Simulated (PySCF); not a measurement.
CClO₂, charge −1, SMILES `[Cl-].O=C=O`.

Level of theory: TPSS/def2-SVPD (PySCF), at a geometry from GFN2-xTB. The pair's geometry is semi-empirical, so its contact may be too short or too long. GFN2-xTB bond lengths at metals and heavier atoms can be off by up to 0.1 Å and shapes distorted, which carries into these values.

Geometry (Å), atoms numbered from 1:

```
Cl1     -1.3353    0.0000    0.0000
O2       1.1220   -1.1307    0.0000
C3       0.7913    0.0000    0.0000
O4       1.1221    1.1306    0.0000
```

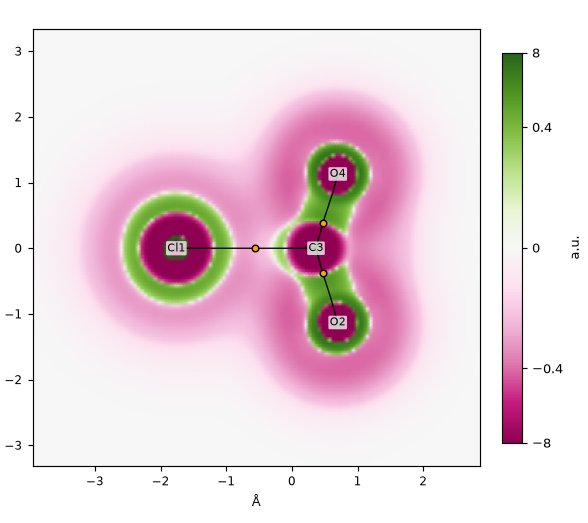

Negative Laplacian of the density (−∇²ρ) in the molecular plane (green positive, pink negative, colour scale in a.u., logarithmic beyond ±0.04), with bond paths and bond critical points (dots).

**At which bond critical points in this plane is charge locally concentrated, and at which depleted?**

At none is it concentrated. Depleted (∇²ρ > 0): C3–O4 and O2–C3 (+0.51 a.u., H = −0.768); Cl1–C3 (+0.08 a.u., H = −0.022). A positive Laplacian with clearly negative H marks a strongly polar covalent bond, whose critical point lies close to the core of the less electronegative atom.

**Where along C3–O4 does the critical point lie?**

0.39 Å from C3 and 0.78 Å from O4.
